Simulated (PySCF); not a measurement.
Species, as SMILES: F[Si]F (closed-shell singlet).
Geometry (B3LYP-D3(BJ)/def2-TZVP, fixed):
```xyz
3

Si     0.0153     0.0127     0.5768
F      1.0240    -0.6902    -0.4611
F     -1.0478     0.6704    -0.4362
```
Charge 0, spin multiplicity 1.

Basis-set convergence of the lowest singlet excitation energy at PBE with PySCF. Tamm-Dancoff approximation; the state is taken by its order, and sets in which it differs in degeneracy or brightness are left out, yet its character can still change. All functions are spherical. Density fitting with generated auxiliary sets. No added dispersion term, no relativity. Reference: the value in aug-pcseg-3, 5.578 eV, itself unsure by roughly 0.004 eV (its mean distance from aug-cc-pV(Q+d)Z, aug-pcseg-2, aug-cc-pV(T+d)Z). Deviations are taken from unrounded values. Cost is core time over that of pcseg-1, rough, on shared machines of one kind; a dash marks a row that isn't timed (too short, read off another run, short of memory, by another algorithm or on other hardware).

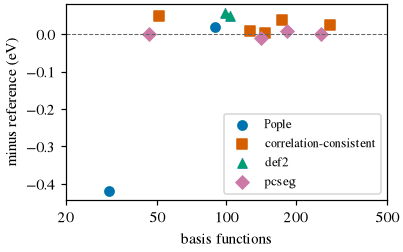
Figure. Deviation from the reference against the number of basis functions, by family of sets.

```tsv
basis	functions	lowest singlet excitation energy (eV)	minus reference (eV)	cost
3-21G	31	5.158	-0.419	-
pcseg-1	46	5.577	-0.001	1×
cc-pV(D+d)Z	51	5.625	0.047	0.9×
6-311++G(2d,2p)	89	5.598	0.020	2×
def2-TZVP	99	5.634	0.056	2×
def2-TZVPP	104	5.625	0.048	2×
jun-cc-pV(T+d)Z	126	5.585	0.007	3×
aug-pcseg-2	142	5.568	-0.010	4×
aug-cc-pV(T+d)Z	147	5.579	0.002	4×
cc-pV(Q+d)Z	174	5.615	0.038	4×
pcseg-3	184	5.586	0.008	5×
aug-pcseg-3	259	5.578	0.000	10×
cc-pV(5+d)Z	282	5.601	0.023	10×
```
